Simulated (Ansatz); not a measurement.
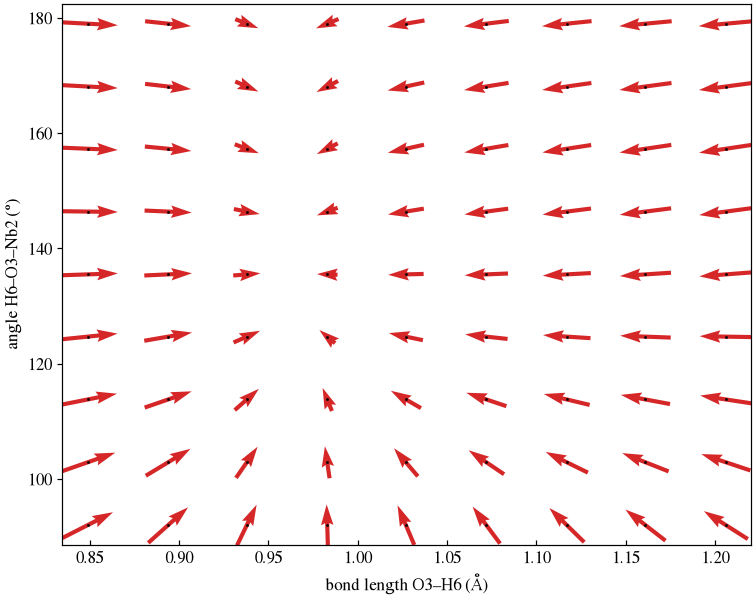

ClFHNbO2, SMILES [O]=[Nb]([OH])([F])[Cl]. 
- Coordinates scanned: (1) bond length O3–H6; (2) angle H6–O3–Nb2.
- Nothing is relaxed (all other coordinates rigid).
- The grid has 9 × 9 points.
- Points are written as (first, second).
- All numbers below come from RKS CAM-B3LYP-D4/def2-SVP in Ansatz.

In the figure: dots at the grid points, arrows along the force (downhill), their lengths compressed.

The arrows alone are given. Where is the energy lowest?

The arrows converge at about (0.965 Å, 137°) (read from the interpolated surface).

The energy map of the same scan:

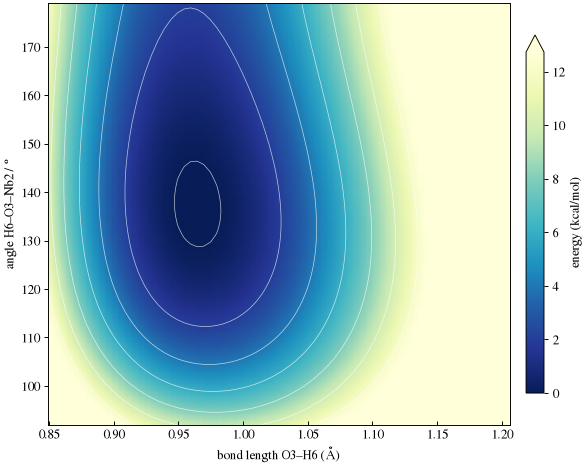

Energies are in kcal/mol, from the lowest grid point; between grid points the surface is interpolated.
